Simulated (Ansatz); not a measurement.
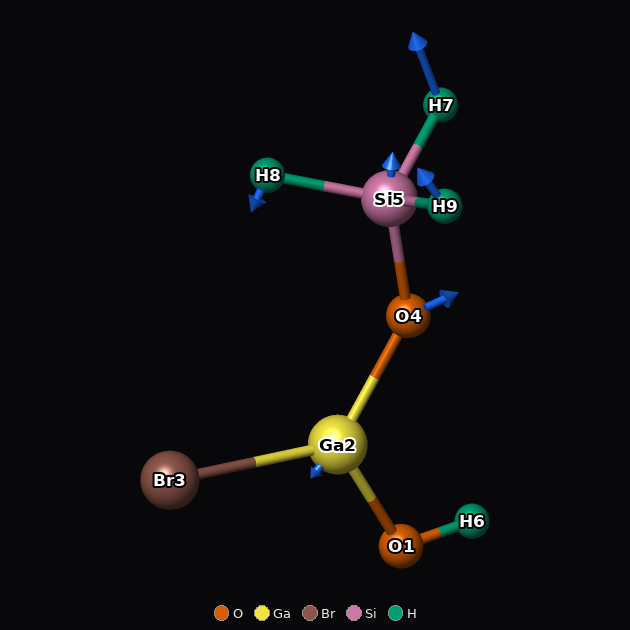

The arrows show one normal mode. Harmonic vibrations computed with RKS PBE0-D4/def2-TZVP (Ansatz 0.2.0) at a stationary point of the same level.

Estimate its harmonic wavenumber.

Answer. 514 cm⁻¹; it is mode 9 of 21 counted from the lowest.
